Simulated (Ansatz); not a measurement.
# ClF2H3NOTi with multiplicity 2: a relaxation

Aim: relax a first guess of the structure. Meant to form: Cl2–N7; to break: Ti1–Cl2. The start is a guess near the saddle point, from which both ends are pulled out.

Program: Ansatz 0.2.0. Level of theory: UKS PBE/def2-SVP. These are calculated values, not measurements.

### Step 1. The system as given

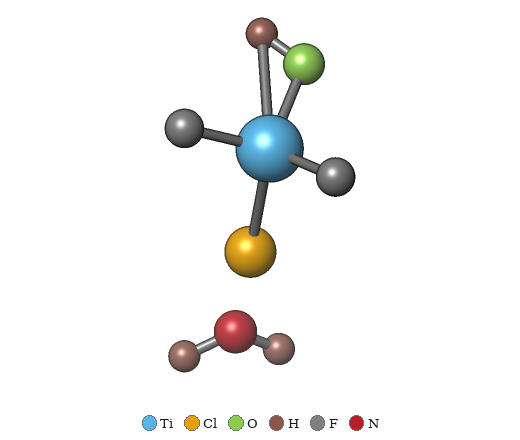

Start, viewed from a free direction; titanium blue, chlorine amber, oxygen green, hydrogen brown, fluorine grey, nitrogen red.

As a file:

```xyz
9

Ti    0.0000    0.0000    0.0000
Cl    0.0000    0.0000    2.6200
O     1.8106    0.0000   -0.6394
H     2.1269   -0.9521   -0.7560
F    -0.8619    1.4933   -0.6094
F    -0.8619   -1.4933   -0.6094
N     0.0000    0.0000    4.6500
H    -0.4960   -0.7725    5.1800
H     0.4960    0.7725    5.1800
```

### Step 2. Pulling towards end A

Springs on the bonds that form and break draw the guess towards this end; the thresholds are loose.

Input file input.yaml:

```yaml
crystal:
  periodic: [false, false, false]
  atoms:
    - { symbol: Ti, position_ang: [0.0, 0.0, 0.0] }
    - { symbol: Cl, position_ang: [0.0, 0.0, 2.62] }
    - { symbol: O, position_ang: [1.8106, 0.0, -0.6394] }
    - { symbol: H, position_ang: [2.1269, -0.9521, -0.756] }
    - { symbol: F, position_ang: [-0.8619, 1.4933, -0.6094] }
    - { symbol: F, position_ang: [-0.8619, -1.4933, -0.6094] }
    - { symbol: "N", position_ang: [0.0, 0.0, 4.65] }
    - { symbol: H, position_ang: [-0.496, -0.7725, 5.18] }
    - { symbol: H, position_ang: [0.496, 0.7725, 5.18] }
magnetization:
  spin_polarized: true
  initial_magnetization: 1
basis:
  gaussian: { orbitals: def2-SVP }
hamiltonian:
  xc: pbe
relax:
  f_tol: 0.15
  max_steps: 25
  restrain:
    - { distance: [1, 6], at: 2.93, k: 30.0 }
    - { distance: [0, 1], at: 2.37, k: 30.0 }
```

The run is started by

```
$ ansatz run input.yaml --threads 4 --pin off --max-ram 5120MiB --backend cpu --events-out ev --progress --plain --runs-dir out
```

What it wrote, shortened:

```text
Warning: RAYON_NUM_THREADS=4 ignored (pool sized by the plan → 4); use --threads N
[...]
Functional definition: PBE
[...]
1360 factors; their error is unknown
[...]
mean field -44626.63305900 eV, -1639.9985158998 hartree, gradient 9.3e-6 eV, S^2 0.769372; 10 other end points of the search recorded, 0 dependent functions left out
[...]
reference -44626.63316292 eV, -1639.9985197188 hartree; 38, 37 occupied and 82, 83 virtual orbitals, 1360 factors
relax step   1: F+E_penalty+E_count = -44626.63305900 eV  Δ(F+E_penalty+E_count) = +0.000e0 eV  max|allowed force component| = 2.085e0 eV/Å  E_restraint = 13.08750000 eV  max|allowed force component, restraints' pulls added| = 3.589e1 eV/Å  Δτ_max = 0.0000 Å  (456 SCF iters, accepted)
[...]
relax step   3: F+E_penalty+E_count = -44627.96813777 eV  Δ(F+E_penalty+E_count) = -4.989e-1 eV  max|allowed force component| = 3.011e0 eV/Å  E_restraint = 1.27451127 eV  max|allowed force component, restraints' pulls added| = 6.618e0 eV/Å  Δτ_max = 0.1948 Å  (50 SCF iters, accepted)
[...]
relax step   5: F+E_penalty+E_count = -44628.75135730 eV  Δ(F+E_penalty+E_count) = -3.645e-1 eV  max|allowed force component| = 1.670e0 eV/Å  E_restraint = 0.07133869 eV  max|allowed force component, restraints' pulls added| = 1.485e0 eV/Å  Δτ_max = 0.1945 Å  (42 SCF iters, accepted)
[...]
relax step  11: F+E_penalty+E_count = -44628.93428324 eV  Δ(F+E_penalty+E_count) = -3.360e-3 eV  max|allowed force component| = 1.343e0 eV/Å  E_restraint = 0.02553816 eV  max|allowed force component, restraints' pulls added| = 9.533e-2 eV/Å  Δτ_max = 0.1000 Å  (37 SCF iters, accepted)
  distance Cl 1 - N 6 = 2.9333 Å
  distance Ti 0 - Cl 1 = 2.3289 Å
1360 factors; their error is unknown
[...]
mean field -44628.93428324 eV, -1640.0830843310 hartree, gradient 2.5e-5 eV, S^2 0.752510; 1 other end points of the search recorded, 0 dependent functions left out
[...]
reference -44628.93438754 eV, -1640.0830881639 hartree; 38, 37 occupied and 82, 83 virtual orbitals, 1360 factors
Total energy: -44628.93438754 eV, -1640.0830881639 hartree
Atom 0 at    -0.034665    -0.008608    -0.043017 Å, force    -0.021618     0.107622     1.265701 eV/Å
Atom 1 at    -0.083731     0.127253     2.281373 Å, force     0.037293    -0.081724    -1.342598 eV/Å
Atom 2 at     1.634623    -0.134900    -0.597417 Å, force     0.073089    -0.081066    -0.002956 eV/Å
Atom 3 at     2.315275    -0.830451    -0.678709 Å, force    -0.095335     0.079334     0.004713 eV/Å
Atom 4 at    -0.745169     1.414352    -0.758502 Å, force     0.009388    -0.012464    -0.002496 eV/Å
Atom 5 at    -0.913871    -1.430714    -0.538333 Å, force     0.006481    -0.014401    -0.002176 eV/Å
Atom 6 at    -0.365151     0.195144     5.200402 Å, force    -0.052342    -0.030365     0.088399 eV/Å
Atom 7 at    -0.205814    -0.830601     5.065537 Å, force     0.001226     0.022236    -0.002624 eV/Å
Atom 8 at     0.612203     0.546423     5.084465 Å, force     0.041819     0.010827    -0.005963 eV/Å
Dipole moment:     0.740347    -0.463088    -0.401891 e Å
```

Wall time 39 s (4 threads of AMD EPYC 7R32 (Zen 2), shared host); peak memory 0.36 GiB.

Relaxation path:

```tsv
step	energy from step 1 (eV)	largest force component (eV/Å)
1	0.0000	2.0847
2	-0.8362	3.3535
3	-1.3351	3.0106
4	-1.7538	2.3001
5	-2.1183	1.6697
6	-2.2236	1.4615
7	-2.2773	1.3726
8	-2.2874	1.3538
9x	-2.2419	1.5333
10	-2.2979	1.3291
11	-2.3012	1.3426
```

Step 1 is the start. 1 step was tried and not accepted (9; marked x where the table lists them). Energies and forces in the table leave out the springs, which the log lists apart; the run stops on the force with the springs' pull added.

After: Bond lengths: Ti1–Cl2 2.329 Å, Ti1–O3 1.763 Å, O3–H4 0.977 Å, Ti1–F5 1.744 Å, Ti1–F6 1.744 Å, N7–H8 1.047 Å, N7–H9 1.045 Å. Angles: Cl2–Ti1–O3 109.7°, Cl2–Ti1–F5 110.7°, Cl2–Ti1–F6 108.7°, O3–Ti1–F5 108.4°, O3–Ti1–F6 109.2°, F5–Ti1–F6 110.1°, Ti1–O3–H4 137.5°, H8–N7–H9 99.9°.

Pairs that crossed the distance rule for bonds on the way: moved apart Cl2–N7.

### Step 3. Relaxing end A

It starts where the restrained run ended.

Input file input.yaml:

```yaml
crystal:
  periodic: [false, false, false]
  atoms:
    - { symbol: Ti, position_ang: [-0.034665, -0.008608, -0.043017] }
    - { symbol: Cl, position_ang: [-0.083731, 0.127253, 2.281373] }
    - { symbol: O, position_ang: [1.634623, -0.1349, -0.597417] }
    - { symbol: H, position_ang: [2.315275, -0.830451, -0.678709] }
    - { symbol: F, position_ang: [-0.745169, 1.414352, -0.758502] }
    - { symbol: F, position_ang: [-0.913871, -1.430714, -0.538333] }
    - { symbol: "N", position_ang: [-0.365151, 0.195144, 5.200402] }
    - { symbol: H, position_ang: [-0.205814, -0.830601, 5.065537] }
    - { symbol: H, position_ang: [0.612203, 0.546423, 5.084465] }
magnetization:
  spin_polarized: true
  initial_magnetization: 1
basis:
  gaussian: { orbitals: def2-SVP }
hamiltonian:
  xc: pbe
relax:
  f_tol: 0.03
  max_steps: 50
```

The run is started by

```
$ ansatz run input.yaml --threads 4 --pin off --max-ram 5120MiB --backend cpu --events-out ev --progress --plain --runs-dir out
```

What it wrote, shortened:

```text
Warning: RAYON_NUM_THREADS=4 ignored (pool sized by the plan → 4); use --threads N
[...]
[... 1 set-up line as earlier in the session ...]
[...]
1360 factors; their error is unknown
[...]
mean field -44628.93427870 eV, -1640.0830841642 hartree, gradient 1.8e-5 eV, S^2 0.752510; 0 other end points of the search recorded, 0 dependent functions left out
[...]
reference -44628.93438297 eV, -1640.0830879961 hartree; 38, 37 occupied and 82, 83 virtual orbitals, 1360 factors
relax step   1: F+E_penalty+E_count = -44628.93427870 eV  Δ(F+E_penalty+E_count) = +0.000e0 eV  max|allowed force component| = 1.343e0 eV/Å  Δτ_max = 0.0000 Å  (56 SCF iters, accepted)
[...]
relax step   5: F+E_penalty+E_count = -44629.03323854 eV  Δ(F+E_penalty+E_count) = -1.141e-2 eV  max|allowed force component| = 1.227e-1 eV/Å  Δτ_max = 0.1000 Å  (38 SCF iters, accepted)
[...]
relax step   9: F+E_penalty+E_count = -44629.03220243 eV  Δ(F+E_penalty+E_count) = +5.334e-3 eV  max|allowed force component| = 7.141e-1 eV/Å  Δτ_max = 0.0975 Å  (42 SCF iters, rejected (line search))
[...]
relax step  13: F+E_penalty+E_count = -44629.04239638 eV  Δ(F+E_penalty+E_count) = -7.746e-4 eV  max|allowed force component| = 8.476e-2 eV/Å  Δτ_max = 0.0352 Å  (37 SCF iters, accepted)
[...]
relax step  15: F+E_penalty+E_count = -44629.04389547 eV  Δ(F+E_penalty+E_count) = -7.446e-4 eV  max|allowed force component| = 7.095e-3 eV/Å  Δτ_max = 0.0443 Å  (35 SCF iters, accepted)
[...]
relax step  16: F+E_penalty+E_count = -44629.04028557 eV  Δ(F+E_penalty+E_count) = +3.610e-3 eV  max|allowed force component| = 4.950e-1 eV/Å  Δτ_max = 0.0825 Å  (35 SCF iters, rejected (line search))
[...]
1360 factors; their error is unknown
[...]
mean field -44629.04411807 eV, -1640.0871206865 hartree, gradient 1.0e-5 eV, S^2 0.752574; 0 other end points of the search recorded, 0 dependent functions left out
[...]
reference -44629.04422139 eV, -1640.0871244835 hartree; 38, 37 occupied and 82, 83 virtual orbitals, 1360 factors
```

### Step 4. More of the same log: end point A relaxed

The log, continued:

```text
relax step  17: F+E_penalty+E_count = -44629.04411807 eV  Δ(F+E_penalty+E_count) = -2.226e-4 eV  max|allowed force component| = 7.939e-2 eV/Å  Δτ_max = 0.0382 Å  (36 SCF iters, accepted)
these checks for a lower state are left out or cut short: starts, cluster_reference, orbital_swaps, neighbouring_geometries, increment
1360 factors; their error is unknown
mean field -44629.04427329 eV, -1640.0871263906 hartree, gradient 2.3e-5 eV, S^2 0.752570; 0 other end points of the search recorded, 0 dependent functions left out
the calculation of the forces begins
reference -44629.04437663 eV, -1640.0871301882 hartree; 38, 37 occupied and 82, 83 virtual orbitals, 1360 factors
relax step  18: F+E_penalty+E_count = -44629.04427329 eV  Δ(F+E_penalty+E_count) = -1.552e-4 eV  max|allowed force component| = 3.985e-2 eV/Å  Δτ_max = 0.0156 Å  (37 SCF iters, accepted)
these checks for a lower state are left out or cut short: starts, cluster_reference, orbital_swaps, neighbouring_geometries, increment
1360 factors; their error is unknown
mean field -44629.04441910 eV, -1640.0871317492 hartree, gradient 1.5e-5 eV, S^2 0.752571; 0 other end points of the search recorded, 0 dependent functions left out
the calculation of the forces begins
reference -44629.04452246 eV, -1640.0871355475 hartree; 38, 37 occupied and 82, 83 virtual orbitals, 1360 factors
relax step  19: F+E_penalty+E_count = -44629.04441910 eV  Δ(F+E_penalty+E_count) = -1.458e-4 eV  max|allowed force component| = 2.216e-2 eV/Å  Δτ_max = 0.0257 Å  (37 SCF iters, accepted)
these checks for a lower state are left out or cut short: starts, cluster_reference, orbital_swaps, neighbouring_geometries, increment
1360 factors; their error is unknown
mean field -44629.04451320 eV, -1640.0871352073 hartree, gradient 1.4e-5 eV, S^2 0.752579; 0 other end points of the search recorded, 0 dependent functions left out
the calculation of the forces begins
reference -44629.04461659 eV, -1640.0871390066 hartree; 38, 37 occupied and 82, 83 virtual orbitals, 1360 factors
relax step  20: F+E_penalty+E_count = -44629.04451320 eV  Δ(F+E_penalty+E_count) = -9.410e-5 eV  max|allowed force component| = 7.550e-2 eV/Å  Δτ_max = 0.0451 Å  (36 SCF iters, accepted)
these checks for a lower state are left out or cut short: starts, cluster_reference, orbital_swaps, neighbouring_geometries, increment
1360 factors; their error is unknown
mean field -44629.04472004 eV, -1640.0871428086 hartree, gradient 1.3e-5 eV, S^2 0.752574; 0 other end points of the search recorded, 0 dependent functions left out
the calculation of the forces begins
reference -44629.04482345 eV, -1640.0871466086 hartree; 38, 37 occupied and 82, 83 virtual orbitals, 1360 factors
relax step  21: F+E_penalty+E_count = -44629.04472004 eV  Δ(F+E_penalty+E_count) = -2.068e-4 eV  max|allowed force component| = 4.527e-2 eV/Å  Δτ_max = 0.0092 Å  (38 SCF iters, accepted)
these checks for a lower state are left out or cut short: starts, cluster_reference, orbital_swaps, neighbouring_geometries, increment
1360 factors; their error is unknown
mean field evaluation 160: about -44629.1014 eV, gradient 3.2e-2 eV
mean field -44629.04506302 eV, -1640.0871554128 hartree, gradient 1.6e-5 eV, S^2 0.752573; 0 other end points of the search recorded, 0 dependent functions left out
the calculation of the forces begins
reference -44629.04516647 eV, -1640.0871592144 hartree; 38, 37 occupied and 82, 83 virtual orbitals, 1360 factors
relax step  22: F+E_penalty+E_count = -44629.04506302 eV  Δ(F+E_penalty+E_count) = -3.430e-4 eV  max|allowed force component| = 6.275e-2 eV/Å  Δτ_max = 0.0437 Å  (37 SCF iters, accepted)
these checks for a lower state are left out or cut short: starts, cluster_reference, orbital_swaps, neighbouring_geometries, increment
1360 factors; their error is unknown
mean field -44629.04418484 eV, -1640.0871231403 hartree, gradient 1.5e-5 eV, S^2 0.752608; 0 other end points of the search recorded, 0 dependent functions left out
the calculation of the forces begins
reference -44629.04428835 eV, -1640.0871269440 hartree; 38, 37 occupied and 82, 83 virtual orbitals, 1360 factors
relax step  23: F+E_penalty+E_count = -44629.04418484 eV  Δ(F+E_penalty+E_count) = +8.782e-4 eV  max|allowed force component| = 3.474e-1 eV/Å  Δτ_max = 0.1399 Å  (36 SCF iters, rejected (line search))
these checks for a lower state are left out or cut short: starts, cluster_reference, orbital_swaps, neighbouring_geometries, increment
1360 factors; their error is unknown
mean field -44629.04512430 eV, -1640.0871576646 hartree, gradient 1.5e-5 eV, S^2 0.752573; 0 other end points of the search recorded, 0 dependent functions left out
the calculation of the forces begins
reference -44629.04522774 eV, -1640.0871614660 hartree; 38, 37 occupied and 82, 83 virtual orbitals, 1360 factors
relax step  24: F+E_penalty+E_count = -44629.04512430 eV  Δ(F+E_penalty+E_count) = -6.127e-5 eV  max|allowed force component| = 5.694e-2 eV/Å  Δτ_max = 0.0070 Å  (31 SCF iters, accepted)
these checks for a lower state are left out or cut short: starts, cluster_reference, orbital_swaps, neighbouring_geometries, increment
1360 factors; their error is unknown
mean field -44629.04589004 eV, -1640.0871858051 hartree, gradient 8.5e-6 eV, S^2 0.752576; 0 other end points of the search recorded, 0 dependent functions left out
the calculation of the forces begins
reference -44629.04599350 eV, -1640.0871896072 hartree; 38, 37 occupied and 82, 83 virtual orbitals, 1360 factors
relax step  25: F+E_penalty+E_count = -44629.04589004 eV  Δ(F+E_penalty+E_count) = -7.657e-4 eV  max|allowed force component| = 5.686e-2 eV/Å  Δτ_max = 0.0979 Å  (37 SCF iters, accepted)
these checks for a lower state are left out or cut short: starts, cluster_reference, orbital_swaps, neighbouring_geometries, increment
1360 factors; their error is unknown
mean field evaluation 192: about -44629.0461 eV, gradient 1.6e-5 eV
mean field -44629.04613167 eV, -1640.0871946851 hartree, gradient 1.6e-5 eV, S^2 0.752597; 0 other end points of the search recorded, 0 dependent functions left out
the calculation of the forces begins
reference -44629.04623506 eV, -1640.0871984843 hartree; 38, 37 occupied and 82, 83 virtual orbitals, 1360 factors
relax step  26: F+E_penalty+E_count = -44629.04613167 eV  Δ(F+E_penalty+E_count) = -2.416e-4 eV  max|allowed force component| = 1.986e-1 eV/Å  Δτ_max = 0.1487 Å  (36 SCF iters, accepted)
these checks for a lower state are left out or cut short: starts, cluster_reference, orbital_swaps, neighbouring_geometries, increment
1360 factors; their error is unknown
mean field -44629.04735467 eV, -1640.0872396293 hartree, gradient 2.0e-5 eV, S^2 0.752585; 0 other end points of the search recorded, 0 dependent functions left out
the calculation of the forces begins
reference -44629.04745813 eV, -1640.0872434313 hartree; 38, 37 occupied and 82, 83 virtual orbitals, 1360 factors
relax step  27: F+E_penalty+E_count = -44629.04735467 eV  Δ(F+E_penalty+E_count) = -1.223e-3 eV  max|allowed force component| = 1.035e-1 eV/Å  Δτ_max = 0.0292 Å  (37 SCF iters, accepted)
these checks for a lower state are left out or cut short: starts, cluster_reference, orbital_swaps, neighbouring_geometries, increment
1360 factors; their error is unknown
mean field -44629.04849364 eV, -1640.0872814857 hartree, gradient 2.2e-5 eV, S^2 0.752570; 0 other end points of the search recorded, 0 dependent functions left out
the calculation of the forces begins
reference -44629.04859722 eV, -1640.0872852921 hartree; 38, 37 occupied and 82, 83 virtual orbitals, 1360 factors
relax step  28: F+E_penalty+E_count = -44629.04849364 eV  Δ(F+E_penalty+E_count) = -1.139e-3 eV  max|allowed force component| = 1.884e-2 eV/Å  Δτ_max = 0.0509 Å  (35 SCF iters, accepted)
1360 factors; their error is unknown
mean field -44629.04849364 eV, -1640.0872814857 hartree, gradient 2.2e-5 eV, S^2 0.752570; 1 other end points of the search recorded, 0 dependent functions left out
the calculation of the forces begins
reference -44629.04859722 eV, -1640.0872852921 hartree; 38, 37 occupied and 82, 83 virtual orbitals, 1360 factors
Total energy: -44629.04859722 eV, -1640.0872852921 hartree
Atom 0 at     0.076198    -0.009536    -0.014957 Å, force     0.012798     0.018836     0.000528 eV/Å
Atom 1 at     0.510850     0.304781     2.135145 Å, force     0.002449    -0.000497     0.001871 eV/Å
Atom 2 at     1.592617    -0.175752    -0.904809 Å, force    -0.011491     0.003295     0.001821 eV/Å
Atom 3 at     2.248618    -0.882616    -1.042054 Å, force     0.005808    -0.006262    -0.003609 eV/Å
Atom 4 at    -0.804511     1.349020    -0.669420 Å, force    -0.000789    -0.005002    -0.000447 eV/Å
Atom 5 at    -0.853480    -1.477573    -0.186149 Å, force    -0.006363    -0.009962     0.002430 eV/Å
Atom 6 at    -0.270429    -0.180373     5.644557 Å, force    -0.002740    -0.003604    -0.000071 eV/Å
Atom 7 at    -0.510347    -0.573610     4.704582 Å, force     0.002279     0.003914    -0.003268 eV/Å
Atom 8 at     0.224184     0.693557     5.348902 Å, force    -0.001949    -0.000717     0.000744 eV/Å
Dipole moment:     0.453130    -0.150533    -0.666402 e Å
```

Run time: 66 s. Hardware: 4 threads of AMD EPYC 7R32 (Zen 2), shared host; peak memory 0.26 GiB.

The steps of the relaxation:

```tsv
step	energy from step 1 (eV)	largest force component (eV/Å)
1	0.0000	1.3426
2	-0.0835	0.5443
3x	-0.0572	1.1696
4	-0.0875	0.6036
5	-0.0990	0.1227
6	-0.1003	0.2463
7x	-0.0519	1.7845
8	-0.1033	0.0689
9x	-0.0979	0.7141
10	-0.1056	0.0314
11	-0.1073	0.0279
12x	-0.1071	0.3521
13	-0.1081	0.0848
14	-0.1089	0.0775
15	-0.1096	0.0071
16x	-0.1060	0.4950
17	-0.1098	0.0794
18	-0.1100	0.0398
19	-0.1101	0.0222
20	-0.1102	0.0755
21	-0.1104	0.0453
22	-0.1108	0.0628
23x	-0.1099	0.3474
24	-0.1108	0.0569
25	-0.1116	0.0569
26	-0.1119	0.1986
27	-0.1131	0.1035
28	-0.1142	0.0188
```

Step 1 is the start. 6 steps were tried and not accepted (3, 7, 9, 12, 16, 23; marked x where the table lists them).

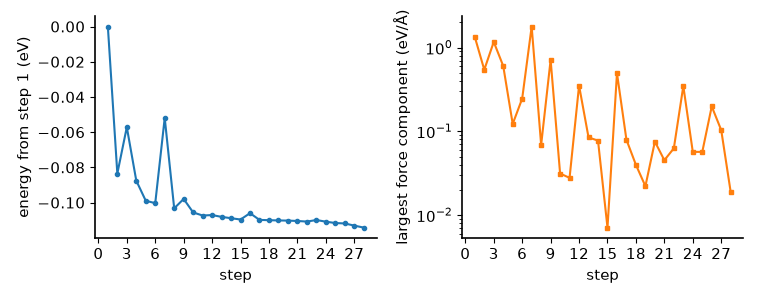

How energy and force went from step to step.

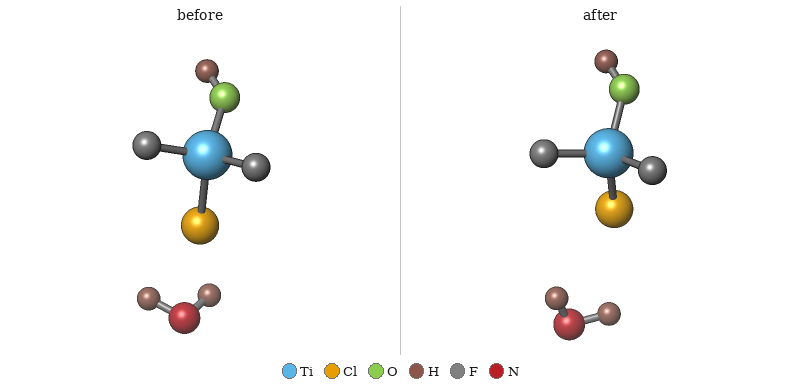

Before and after, at one scale.

After: Bond lengths: Ti1–Cl2 2.216 Å, Ti1–O3 1.766 Å, O3–H4 0.974 Å, Ti1–F5 1.746 Å, Ti1–F6 1.746 Å, N7–H8 1.047 Å, N7–H9 1.047 Å. Angles: Cl2–Ti1–O3 109.5°, Cl2–Ti1–F5 110.6°, Cl2–Ti1–F6 108.6°, O3–Ti1–F5 108.5°, O3–Ti1–F6 109.2°, F5–Ti1–F6 110.4°, Ti1–O3–H4 135.9°, H8–N7–H9 99.7°.

### Step 5. Results

```
quantity                     value
   end A  21 moves, 0.114 eV lower
```

The relaxation gains 0.11 eV in 21 moves, with Cl2 moving most (0.64 Å); the start's largest force component was 1.3 eV/Å.
